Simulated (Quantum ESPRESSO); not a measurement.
# MgS (Niningerite): zone-centre phonons

Which modes does MgS (Niningerite) have at the zone centre?

Program: Quantum ESPRESSO 7.5. Level of theory: DFT LDA, scalar-relativistic, plane waves, JTH PAW pseudopotentials. Results are calculated unless marked as measured.

### Step 1. Set-up

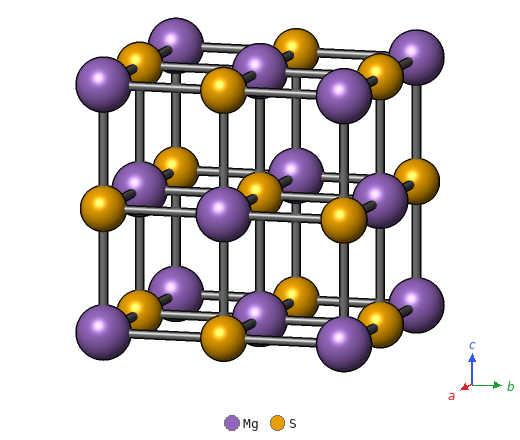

The cell as given, slightly off an axis (magnesium purple, sulfur orange). This picture shows the conventional cell, with its axes. Some periodic images of atoms are drawn too.

### Step 2. A first look

A cheap run with smearing and empty bands tells whether the crystal has a gap, which decides between fixed occupations and smearing later on.

File probe.in:

```
&control
   calculation = 'scf'
   prefix = 'x'
   outdir = './tmp'
   pseudo_dir = './pseudo'
   tprnfor = .true.
   tstress = .true.
   verbosity = 'high'
/
&system
   ibrav = 0
   nat = 2
   ntyp = 2
   ecutwfc = 60.0
   ecutrho = 480.0
   occupations = 'smearing'
   smearing = 'gaussian'
   degauss = 0.01
/
&electrons
   conv_thr = 1.0d-07
   mixing_beta = 0.7
   electron_maxstep = 100
/
ATOMIC_SPECIES
 Mg     24.3050  Mg.upf
 S      32.0600  S.upf
CELL_PARAMETERS angstrom
    -2.601650000    0.000000000    2.601650000
     0.000000000    2.601650000    2.601650000
    -2.601650000    2.601650000    0.000000000
ATOMIC_POSITIONS crystal
 Mg     0.000000000   0.000000000   0.000000000
 S      0.500000000   0.500000000   0.500000000
K_POINTS automatic
 6 6 6 0 0 0
```

Launch:

```bash
$ OMP_NUM_THREADS=1 mpirun -n 4 pw.x -nk 4 -in probe.in > probe.out
```

What it wrote:

```text
[banners, grids, parts of the stress and lines that vanish by symmetry left out]
Program PWSCF v.7.5
     file Mg.upf: wavefunction(s)  3P renormalized
     file S.upf: wavefunction(s)  3S 0S 3P 0P renormalized
[...]
kinetic-energy cutoff     =      60.0000  Ry
     charge density cutoff     =     480.0000  Ry
     scf convergence threshold =      1.0E-07
[...]
Exchange-correlation= SLA PW NOGX NOGC
                           (   1   4   0   0   0   0   0)
[...]
48 Sym. Ops., with inversion, found
[...]
(     0          1          0      )
                  (     0          0          1      )
[...]
(  0.0000000  1.0000000  0.0000000 )
                  ( -0.0000000 -0.0000000  1.0000000 )
[...]
(     1          0         -1      )
                  (     0          0         -1      )
[...]
( -0.0000000 -1.0000000 -0.0000000 )
[...]
(     0          1         -1      )
                  (     0          1          0      )
[...]
( -1.0000000  0.0000000  0.0000000 )
                  (  0.0000000  1.0000000 -0.0000000 )
[...]
number of k points=    16  Gaussian smearing, width (Ry)=  0.0100
[...]
End of self-consistent calculation
[...]
the Fermi energy is     8.5679 ev
!    total energy              =    -203.77547131 Ry
[...]
convergence has been achieved in   6 iterations
[...]
atom    1 type  1   force =     0.00000000    0.00000000   -0.00000000
     atom    2 type  2   force =    -0.00000000   -0.00000000   -0.00000000
[...]
Total force =     0.000000     Total SCF correction =     0.000000
[...]
total   stress  (Ry/bohr**3)                   (kbar)     P=      -31.86
[...]
XML data file, charge density, pseudopotentials, collected wavefunctions

   JOB DONE.
```

The job ended after 3.1 s (4 MPI ranks of Intel Xeon Platinum 8488C (Sapphire Rapids), shared host).

This step gave:

```
volume per atom   : 17.61 Å³
pressure          : -3.186 GPa
gap on the k-mesh : 2.563 eV
```

A gap of 2.6 eV opens on this mesh, so the crystal is taken as an insulator; the start stands at -3.2 GPa.

### Step 3. Relaxation

The relaxation runs at a cutoff a fifth above that of the response, since stress converges more slowly with the basis than frequencies do. Forces and stress are brought to rest with tight thresholds.

File relax.in:

```
&control
   calculation = 'vc-relax'
   prefix = 'x'
   outdir = './tmp'
   pseudo_dir = './pseudo'
   tprnfor = .true.
   tstress = .true.
   forc_conv_thr = 2.0d-05
   etot_conv_thr = 1.0d-07
   nstep = 40
/
&system
   ibrav = 0
   nat = 2
   ntyp = 2
   ecutwfc = 72
   ecutrho = 576.0
   occupations = 'fixed'
   nbnd = 10
/
&electrons
   conv_thr = 1.0d-11
   mixing_beta = 0.7
   electron_maxstep = 100
/
&ions
/
&cell
   press_conv_thr = 0.2
/
ATOMIC_SPECIES
 Mg     24.3050  Mg.upf
 S      32.0600  S.upf
CELL_PARAMETERS angstrom
    -2.601650000    0.000000000    2.601650000
     0.000000000    2.601650000    2.601650000
    -2.601650000    2.601650000    0.000000000
ATOMIC_POSITIONS crystal
 Mg     0.000000000   0.000000000   0.000000000
 S      0.500000000   0.500000000   0.500000000
K_POINTS automatic
 8 8 8 0 0 0
```

Launch:

```bash
$ OMP_NUM_THREADS=1 mpirun -n 4 pw.x -nk 4 -in relax.in > relax.out
```

What it wrote:

```text
[banners, grids, parts of the stress and lines that vanish by symmetry left out]
[banner, memory and clock lines left out]
Program PWSCF v.7.5

[...]
kinetic-energy cutoff     =      72.0000  Ry
     charge density cutoff     =     576.0000  Ry
     scf convergence threshold =      1.0E-11
[...]
energy convergence thresh.=      1.0E-07
     force convergence thresh. =      2.0E-05
     press convergence thresh. =      2.0E-01
     Exchange-correlation= SLA PW NOGX NOGC
                           (   1   4   0   0   0   0   0)
[...]
48 Sym. Ops., with inversion, found
[...]
number of k points=    29
[...]
End of self-consistent calculation
[...]
highest occupied, lowest unoccupied level (ev):     6.7077    9.2733
!    total energy              =    -203.77579335 Ry
[...]
convergence has been achieved in  10 iterations
[...]
atom    1 type  1   force =     0.00000000    0.00000000    0.00000000
     atom    2 type  2   force =     0.00000000   -0.00000000    0.00000000
     Total force =     0.000000     Total SCF correction =     0.000000
[...]
total   stress  (Ry/bohr**3)                   (kbar)     P=      -31.42
[...]
number of bfgs steps    =   0
[...]
CELL_PARAMETERS (angstrom)
[...]
ATOMIC_POSITIONS (crystal)
Mg              -0.0000000000        0.0000000000       -0.0000000000
S                0.5000000000        0.5000000000        0.5000000000
[...]
New effective cutoffs (rho, wfc):  581.11   72.77
[...]
End of self-consistent calculation
[...]
highest occupied, lowest unoccupied level (ev):     6.9037    9.5025
!    total energy              =    -203.77645409 Ry
[...]
convergence has been achieved in  14 iterations
[...]
atom    1 type  1   force =    -0.00000000   -0.00000000   -0.00000000
     atom    2 type  2   force =     0.00000000    0.00000000    0.00000000
     Total force =     0.000000     Total SCF correction =     0.000000
[...]
total   stress  (Ry/bohr**3)                   (kbar)     P=      -19.76
[...]
number of bfgs steps    =   1
[...]
CELL_PARAMETERS (angstrom)
[...]
ATOMIC_POSITIONS (crystal)
Mg              -0.0000000000       -0.0000000000        0.0000000000
S                0.5000000000        0.5000000000        0.5000000000
[...]
New effective cutoffs (rho, wfc):  590.58   73.95
[...]
End of self-consistent calculation
[...]
highest occupied, lowest unoccupied level (ev):     7.2062    9.8546
!    total energy              =    -203.77684894 Ry
[...]
convergence has been achieved in  17 iterations
[...]
atom    1 type  1   force =    -0.00000000    0.00000000   -0.00000000
     atom    2 type  2   force =     0.00000000    0.00000000    0.00000000
     Total force =     0.000000     Total SCF correction =     0.000000
[...]
total   stress  (Ry/bohr**3)                   (kbar)     P=       -0.58
[...]
number of bfgs steps    =   2
[...]
CELL_PARAMETERS (angstrom)
[...]
ATOMIC_POSITIONS (crystal)
[...]
New effective cutoffs (rho, wfc):  590.87   73.99
[...]
End of self-consistent calculation
[...]
highest occupied, lowest unoccupied level (ev):     7.2153    9.8652
!    total energy              =    -203.77684926 Ry
[...]
convergence has been achieved in  15 iterations
[...]
atom    1 type  1   force =     0.00000000    0.00000000   -0.00000000
     atom    2 type  2   force =    -0.00000000   -0.00000000    0.00000000
     Total force =     0.000000     Total SCF correction =     0.000000
[...]
total   stress  (Ry/bohr**3)                   (kbar)     P=        0.02
[...]
number of bfgs steps    =   3
[...]
small trust_radius: resetting bfgs history
[...]
CELL_PARAMETERS (angstrom)
[...]
ATOMIC_POSITIONS (crystal)
[...]
New effective cutoffs (rho, wfc):  590.86   73.99
[...]
End of self-consistent calculation
[...]
highest occupied, lowest unoccupied level (ev):     7.2152    9.8650
!    total energy              =    -203.77684926 Ry
[...]
convergence has been achieved in   7 iterations
[...]
atom    1 type  1   force =     0.00000000   -0.00000000    0.00000000
     atom    2 type  2   force =    -0.00000000   -0.00000000    0.00000000
     Total force =     0.000000     Total SCF correction =     0.000000
[...]
total   stress  (Ry/bohr**3)                   (kbar)     P=        0.01
[...]
bfgs converged in   5 scf cycles and   4 bfgs steps
[...]
End of BFGS Geometry Optimization
     Final enthalpy           =    -203.7768492554 Ry
     File ./tmp/x.bfgs deleted, as requested
[...]
CELL_PARAMETERS (angstrom)
[...]
ATOMIC_POSITIONS (crystal)
Mg              -0.0000000000       -0.0000000000        0.0000000000
S                0.5000000000        0.5000000000        0.5000000000
[...]
Final scf calculation at the relaxed structure.
[...]
kinetic-energy cutoff     =      72.0000  Ry
     charge density cutoff     =     576.0000  Ry
     scf convergence threshold =      1.0E-13
[...]
press convergence thresh. =      2.0E-01
     Exchange-correlation= SLA PW NOGX NOGC
                           (   1   4   0   0   0   0   0)
[...]
48 Sym. Ops., with inversion, found
[...]
number of k points=    29
[...]
c_bands:  1 eigenvalues not converged
[...]
End of self-consistent calculation
[...]
highest occupied, lowest unoccupied level (ev):     7.2152    9.8650
!    total energy              =    -203.77684767 Ry
[...]
convergence has been achieved in  10 iterations
[...]
atom    1 type  1   force =    -0.00000000   -0.00000000    0.00000000
     atom    2 type  2   force =     0.00000000    0.00000000   -0.00000000
     Total force =     0.000000     Total SCF correction =     0.000000
[...]
total   stress  (Ry/bohr**3)                   (kbar)     P=        0.00
[...]
XML data file, charge density, pseudopotentials, collected wavefunctions
```

The job ended after 25 s (4 MPI ranks).

Step by step:

```tsv
step	energy less that of the first step (eV)	largest force (eV/Å)	pressure (GPa)	volume (Å³)
1	0.0000	0.0000	-3.14	35.22
2	-0.0090	0.0000	-1.98	34.66
3	-0.0144	0.0000	-0.06	33.83
4	-0.0144	0.0000	0.00	33.80
5	-0.0144	0.0000	0.00	33.80
6	-0.0143	0.0000	0.00	33.80
```

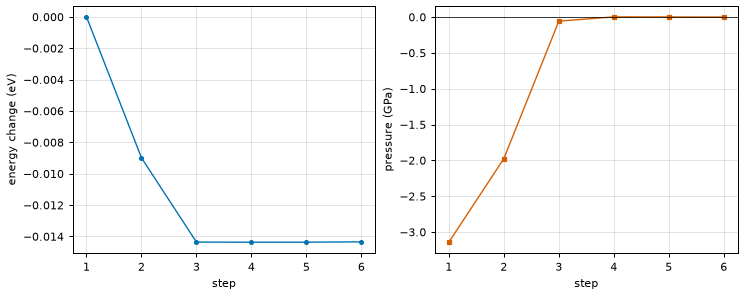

Energy and pressure along the relaxation.

```tsv
conventional cell, symmetrised	before	after	change
a (Å)	5.203	5.133	-1.4 %
b (Å)	5.203	5.133	-1.4 %
c (Å)	5.203	5.133	-1.4 %
volume (Å³/atom)	17.61	16.90	-4.0 %
```

The relaxed structure:

```cif
data_structure
_symmetry_space_group_name_H-M 'P 1'
_symmetry_Int_Tables_number 1
_cell_length_a 3.6293
_cell_length_b 3.6293
_cell_length_c 3.6293
_cell_angle_alpha 60.000
_cell_angle_beta 60.000
_cell_angle_gamma 60.000
_cell_volume 33.80
loop_
_atom_site_label
_atom_site_type_symbol
_atom_site_fract_x
_atom_site_fract_y
_atom_site_fract_z
_atom_site_occupancy
Mg1 Mg 0.00000 0.00000 0.00000 1
S2 S 0.50000 0.50000 0.50000 1
```

The last row of the table of steps is pw.x's closing run on a basis chosen anew for the final cell, so its energy can jump.

This step gave:

| Quantity | Value |
| --- | --- |
| volume per atom | 16.90 Å³ |
| pressure | 0 GPa |
| gap on the k-mesh | 2.650 eV |

The volume changes by -4.0 % from the cell with which this run began.

### Step 4. Self-consistent run for the response

Perturbation theory inherits every error of the wavefunctions, so the threshold is set near the limit of the arithmetic. With a gap, occupations are fixed, which also allows the response to an electric field.

File scf.in:

```
&control
   calculation = 'scf'
   prefix = 'x'
   outdir = './tmp'
   pseudo_dir = './pseudo'
   tprnfor = .true.
   tstress = .true.
/
&system
   ibrav = 0
   nat = 2
   ntyp = 2
   ecutwfc = 60.0
   ecutrho = 480.0
   occupations = 'fixed'
   nbnd = 10
/
&electrons
   conv_thr = 1.0d-12
   mixing_beta = 0.7
   electron_maxstep = 100
/
ATOMIC_SPECIES
 Mg     24.3050  Mg.upf
 S      32.0600  S.upf
CELL_PARAMETERS angstrom
    -2.566311253    0.000000000    2.566311253
     0.000000000    2.566311253    2.566311253
    -2.566311253    2.566311253    0.000000000
ATOMIC_POSITIONS crystal
 Mg     0.000000000   0.000000000   0.000000000
 S      0.500000000   0.500000000   0.500000000
K_POINTS automatic
 8 8 8 0 0 0
```

Launch:

```bash
$ OMP_NUM_THREADS=1 mpirun -n 4 pw.x -nk 4 -in scf.in > scf.out
```

What it wrote:

```text
[banners, grids, parts of the stress and lines that vanish by symmetry left out]
[banner, memory and clock lines left out]
Program PWSCF v.7.5

[...]
kinetic-energy cutoff     =      60.0000  Ry
     charge density cutoff     =     480.0000  Ry
     scf convergence threshold =      1.0E-12
[...]
Exchange-correlation= SLA PW NOGX NOGC
                           (   1   4   0   0   0   0   0)
[...]
48 Sym. Ops., with inversion, found
[...]
number of k points=    29
[...]
End of self-consistent calculation
[...]
highest occupied, lowest unoccupied level (ev):     7.2153    9.8651
!    total energy              =    -203.77675089 Ry
[...]
convergence has been achieved in  11 iterations
[...]
atom    1 type  1   force =     0.00000000    0.00000000   -0.00000000
     atom    2 type  2   force =    -0.00000000   -0.00000000   -0.00000000
     Total force =     0.000000     Total SCF correction =     0.000000
[...]
total   stress  (Ry/bohr**3)                   (kbar)     P=       -0.45
[...]
XML data file, charge density, pseudopotentials, collected wavefunctions
```

The job ended after 4.7 s (4 MPI ranks).

Numbers from this step:

```
pressure : -0.04500 GPa
```

The cell stands at -0.045 GPa, close enough for phonons.

(Continued in part 2 of 4.)

[Host names and launcher messages were left out of these logs when they were recorded.]

[Logs are printed without paths, hosts, clocks, repeated set-up lines and the standing remarks that a program may print on its own settings, such as how far it seeks lower states.]

[Hosts, paths, dates, database ids (printed as entryN), source tags and the programs' standing remarks are cut or masked in the printed files.]
